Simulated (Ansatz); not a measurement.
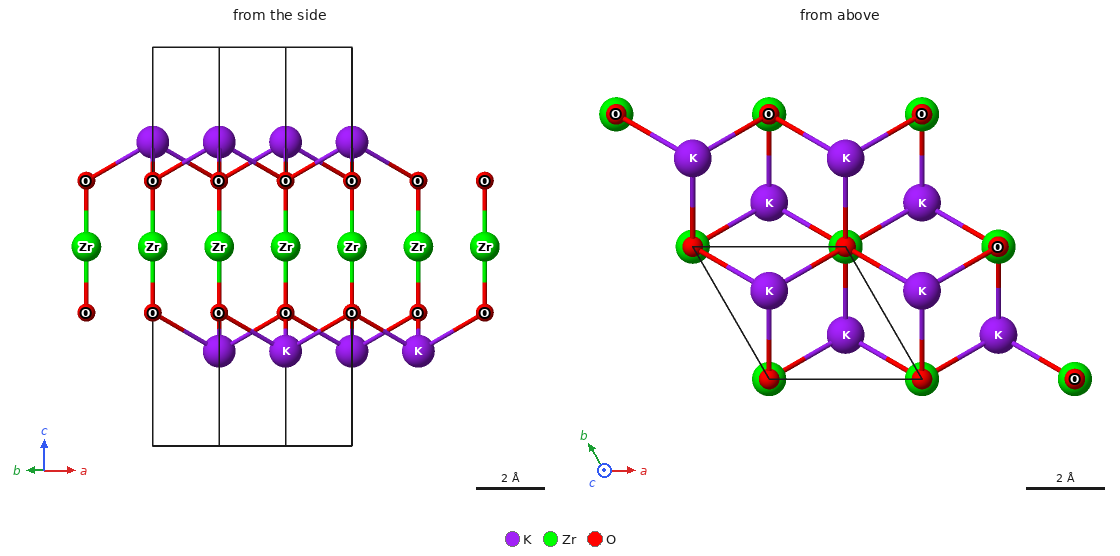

A ball-and-stick picture of a periodic slab, seen from the side and from above. The surface normal points up in side views; the box is the simulation cell. 2×2 cells are drawn in the plane, with atoms at the edges repeated.

The cell holds 2 K, 1 Zr, 2 O.

Name the terminations.

The top face ends in K, the bottom face in K. The two faces are alike.

How far does the slab extend along the normal?

About 6 Å from the lowest to the highest atom, with about 6 Å of vacuum to the next image.

How are the atomic planes stacked?

Five planes: K / O / Zr / O / K.

How are the atoms bonded?

About every K there are three O in a trigonal pyramidal arrangement at about 2.5 Å. Each Zr has two O in a linear arrangement at about 2.0 Å. O bonds to three K and one Zr in a distorted tetrahedral arrangement (about 2.5 Å to K, 2.0 Å to Zr). The bonds build K2ZrO2 layers parallel to the surface.

Its origin is a structure type filled with these elements by a generator (whether the compound takes this form wasn't checked). Atoms and cell were optimised with DFT PBE, scalar-relativistic, plane waves, PAW in Ansatz 0.2.0.
